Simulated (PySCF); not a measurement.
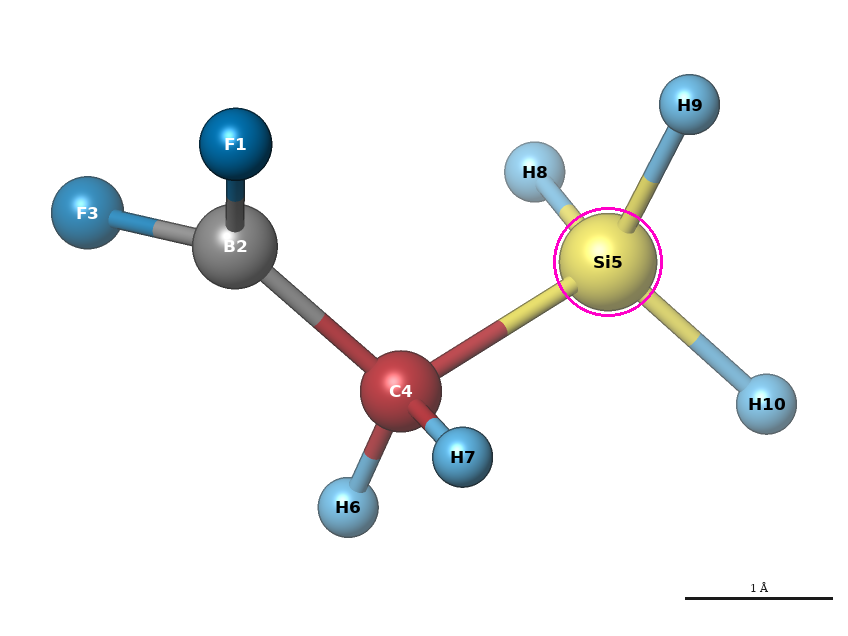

Orthographic view. Atoms fade into the background with distance from the viewer. Computed geometry: PBE0-D3(BJ)/def2-SVP optimisation. No frequency run is at hand to confirm it as a minimum.

Name the neighbours of the circled atom.

The circled atom is Si5; it is bonded to C4, H8, H9, H10.

Which atom is farthest from the viewer?

H8, 1.9 Å behind the mean position.

Which atom is nearest the viewer?

F1, 1.7 Å in front of the mean position.

What is the shortest path along bonds from the circled atom to F3?

Si5–C4–B2–F3, 3 bonds; through space the two are 3.60 Å apart.
